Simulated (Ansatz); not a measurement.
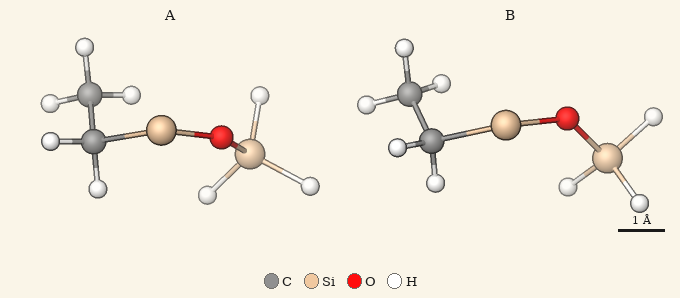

Two geometries of C2H8OSi2 (coarse preliminary run), drawn at one scale. One is the start of a relaxation, the other its converged end. The picture is a ball-and-stick view, seen from a free direction.

Method: RKS PBE-D4/def2-SVP in Ansatz. Set-up: force threshold 0.03 eV/Å; at most 200 steps.

### Which geometry has the lower energy?

Structure A is the relaxed one. The start comes from a force field. The energy falls by 75.6 kJ/mol in 16 accepted moves (18 points after the start). Largest force component: 3 eV/Å at the start, 0.016 eV/Å at the end. The line search rejected the trial steps at points 6, 13 of the run. The forces were under the threshold at step 10, but the run went on from there. An H atom moves most after the best rigid fit: 1.26 Å. Largest moves by element: H 1.26 Å, O 0.66 Å, Si 0.52 Å, C 0.47 Å. Some distances before and after: C–Si 1.841 → 1.938 Å, C–C 1.456 → 1.538 Å, H–Si 1.427 → 1.502 Å, O–Si 1.622 → 1.682 Å. Bond angles that change, for instance: C–Si–O 116.1° → 100.7°, Si–O–Si 141.1° → 150.5°, H–C–H 102.9° → 106.8°. Groups turn about O–Si by about 75°, O–Si by about 55°.
